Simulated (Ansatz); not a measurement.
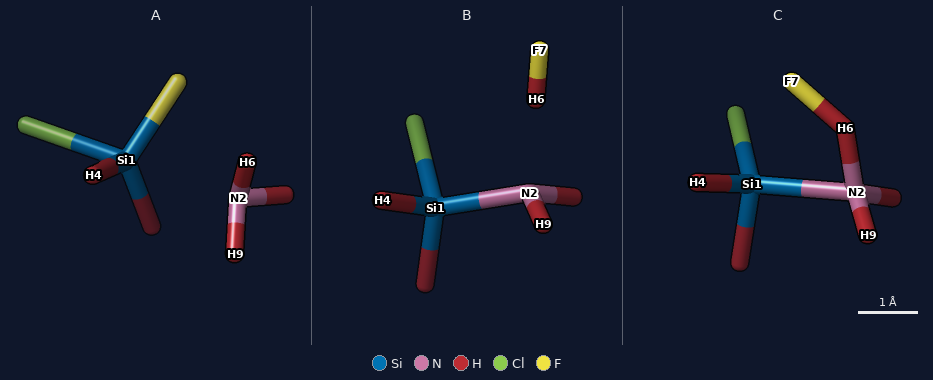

Three geometries of SiNH5ClF: a saddle point and the two minima that it joins, in shuffled order. A stick model, seen at a tilt. Sticks join atoms that are closer than about 1.2 times the sum of their covalent radii (a little more with hydrogen).

Stationary points at PBE0-D4/def2-TZVP, single-point energies with CCSD(T)/CBS (def2-TZVPP where no basis is named; Ansatz 0.2.0). The energies are electronic, without zero-point or thermal terms, and both ends are the minima reached downhill from the saddle, with any fragments still in contact. CCSD(T)/CBS stands for a frozen-core estimate: MP2 correlation extrapolated from def2-TZVPP and def2-QZVPP, CCSD(T) minus MP2 from the smaller set.

Which frame is the transition state, what reaction does it lead through, and what barrier is to be expected?

Frame C is the saddle point. Counted by bonded pieces, B holds HF + SiH₄NCl and A holds NH₃ + SiH₂ClF. From B over the saddle to A, bonds form: F–Si (3.65 → 2.14 → 1.61 Å), H–N (1.73 → 1.20 → 1.01 Å). Bonds break: N–Si (1.74 → 1.84 → 2.32 Å), F–H (0.95 → 1.22 → 2.74 Å). The saddle has one imaginary mode, 714i cm⁻¹. With CCSD(T)/CBS the barrier is 19.9 kcal/mol from B and 37.3 kcal/mol from A, and A lies 17.4 kcal/mol below B.
